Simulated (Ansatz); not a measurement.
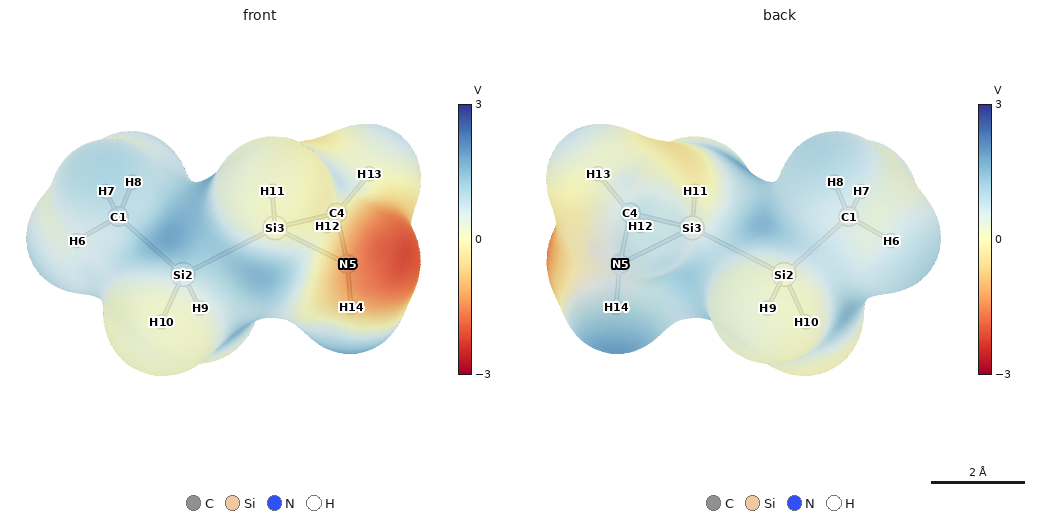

*C₂H₉NSi₂ (SMILES C[SiH2][SiH]1CN1). The electrostatic potential painted on the density surface at 0.004 e/bohr³, seen from the front and from behind; the colour scale runs from red (negative) to blue (positive).*

Method: RKS B3LYP/def2-SVP (Ansatz).

```xyz
14

C    -2.3330   -0.3537   -0.8647
Si   -0.6292   -1.0711   -0.4519
Si    0.5614    0.2208    1.0976
C     1.8339    1.4058    0.4142
N     2.3263    0.1908    1.1022
H    -2.8465   -0.9862   -1.6067
H    -2.9681   -0.3016    0.0341
H    -2.2441    0.6621   -1.2809
H     0.2232   -1.1351   -1.6805
H    -0.7851   -2.4676    0.0619
H    -0.0519    0.4429    2.4355
H     1.9496    1.4657   -0.6791
H     2.0808    2.3521    0.9160
H     2.8695   -0.4538    0.5307
```

Where is the surface potential most negative and most positive?

Answer. The most negative region (about −2.2 V) lies over N5, the most positive (about +1.8 V) over Si2, Si3 and H14. N5 is the likeliest acceptor of a hydrogen bond.
